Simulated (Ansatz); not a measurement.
# Br$_{2}$F$_{2}$Zr (SMILES [F][Zr]([F])([Br])[Br]): what the fields show

```xyz
5

Br   -2.2060   -0.4958   -0.8284
Br    0.7009    2.2857   -0.2205
F     0.1557   -0.5765    1.8667
F     1.3117   -1.1794   -0.9036
Zr    0.0878   -0.1077    0.0444
```

Geometry: PBE0-D4/def2-SVP; core potentials replace the inner electrons of Zr.

Level of theory: Ansatz, isolated molecule in a Gaussian basis; Kohn-Sham density functional theory, functional PBE0.

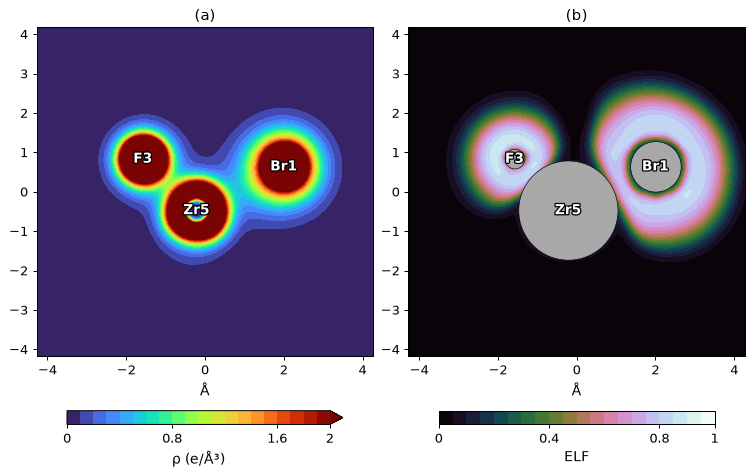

Figure 1. (a) electron density; (b) ELF on the plane of atoms Br1, Zr5 and F3. Grey discs cover the atomic cores in the ELF map.

Q: Read the bonding off the picture.

A: The section cuts through Br, F and Zr sites. Zr–F (1.88 Å): the density is about 1 e/Å³ at the midpoint; the ELF peaks at about 0.85 in the valence shell of F, 0.5 Å from its nucleus, and drops to about 0.20 between the two atoms. Zr–Br (2.48 Å): ρ is about 0.56 e/Å³ halfway; the ELF peaks at about 0.75 in the valence shell of Br, 1.0 Å from its nucleus, and is about 0.45 at the midpoint.

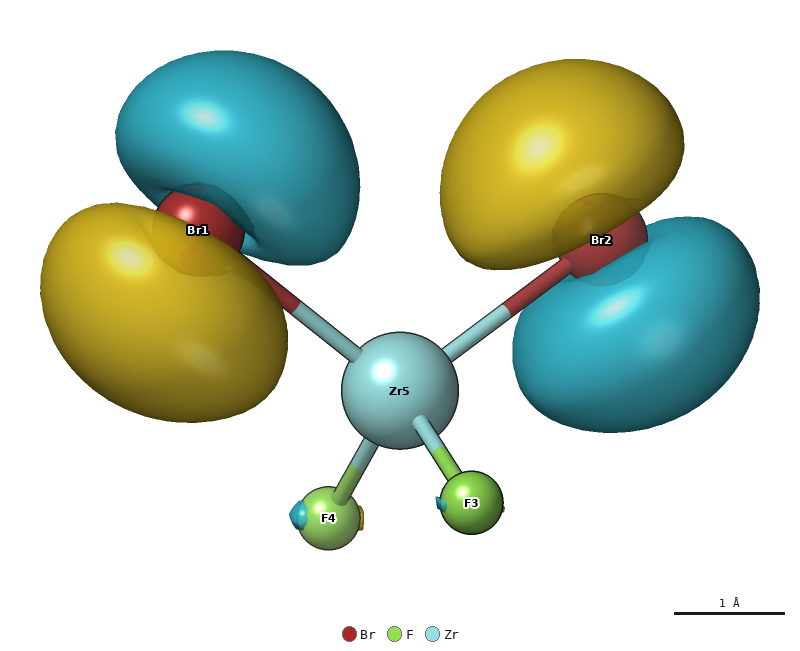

Figure 2. One frontier orbital at ±0.1 Å⁻³ᐟ² (yellow and cyan are the two phases), seen at a tilt.

Q: Which orbital is it: HOMO or LUMO?

A: The HOMO, at −9.05 eV. By Hirshfeld shares it lies mainly on Br1 (about 45 %) and Br2 (about 45 %); largely a combination of lone pairs on Br1 and Br2.

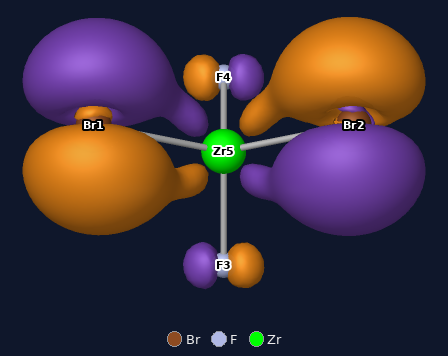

Figure 3. The HOMO−1 at ±0.1 Å⁻³ᐟ² (orange and purple are the two phases), seen from one side.

Q: Where does this orbital lie, and at what energy?

A: It lies mainly on Br1 (about 45 %), Br2 (about 45 %) and Zr5 (about 10 %); largely a combination of lone pairs on Br1 and Br2. Its energy is −9.33 eV.
